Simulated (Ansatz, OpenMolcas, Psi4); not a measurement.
## A ladder of methods for GeCl2 (germanium dichloride)

GeCl2: 3 atoms, total charge 0, spin state singlet. As SMILES, `Cl[Ge]Cl`. The shape is that of a PBE0-D4/def2-TZVP optimisation.

```xyz
3

Cl   -0.0654   -1.6817    0.4227
Ge   -0.4212    0.0672   -0.8320
Cl    0.4866    1.6145    0.4093
```

Each level gives the HOMO–LUMO gap (eV). The values are calculated.

| level | kind | program | value (eV) | CPU time |
| --- | --- | --- | --- | --- |
| PBE/aug-cc-pVDZ | GGA | Ansatz | 3.22 | 6.4 s |
| revPBE/aug-cc-pVDZ | GGA | Psi4 | 3.24 | 1.9 min |
| TPSS/aug-cc-pVDZ | meta-GGA | OpenMolcas | 3.33 | 40 s |
| BHLYP/aug-cc-pVDZ | global hybrid | Ansatz | 6.83 | 8.6 s |
| r2SCAN0/aug-cc-pVDZ | hybrid meta-GGA | Ansatz | 5.25 | 16 s |
| CAM-B3LYP/aug-cc-pVDZ | range-separated hybrid | Ansatz | 7.30 | 9.3 s |
| wB97X/aug-cc-pVDZ | range-separated hybrid | Ansatz | 9.21 | 27 s |
| PBE-QIDH/aug-cc-pVDZ | double hybrid | Ansatz | 8.26 | 12 s |

All-electron rows without a relativistic Hamiltonian named are non-relativistic. The values span 3.22 to 9.21 eV. Orbital gaps aren't excitation energies, and those of double hybrids come from the SCF part alone; they tend to grow with the share of exact exchange. CPU times are rough (shared hosts, several kinds of processor and program).

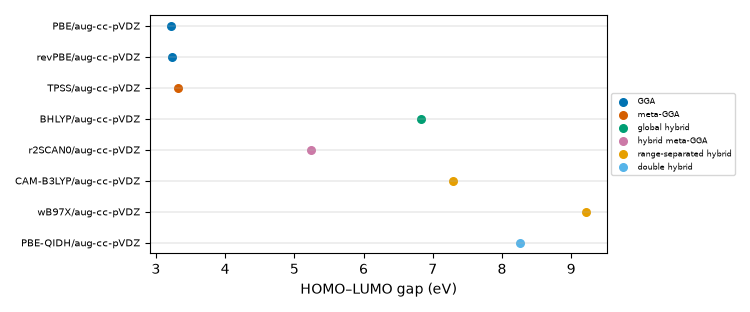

The values of the table, level by level.
